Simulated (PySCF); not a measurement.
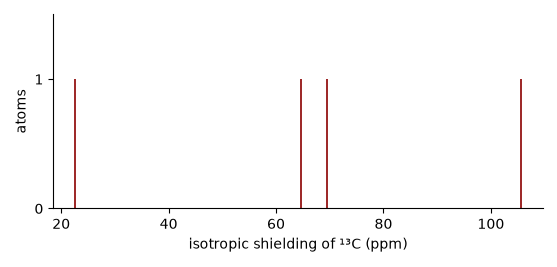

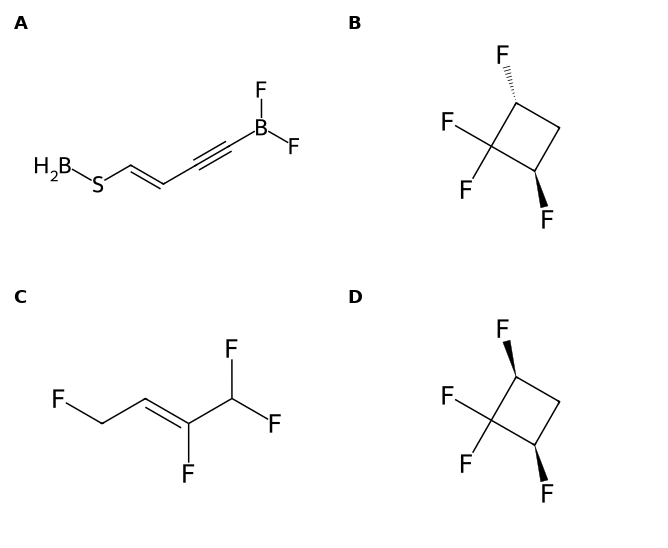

The sticks are computed shieldings of one of the molecules, for one fixed geometry (GFN2-xTB) without averaging over rotations. Low shielding means a high chemical shift. Method: GIAO PBE0/pcSseg-1 NMR shielding, non-relativistic, gas phase (PySCF 2.14.0).

### Match the spectrum to a structure.

C, `FC/C=C(\F)C(F)F`. Its 4 C atoms give lines at 22.6, 64.7, 69.5, 105.5 ppm.

The geometry is semi-empirical. Around B such bond lengths and angles can be off by a tenth of an ångström or more and by several degrees, and values that hang on the shape move with them.
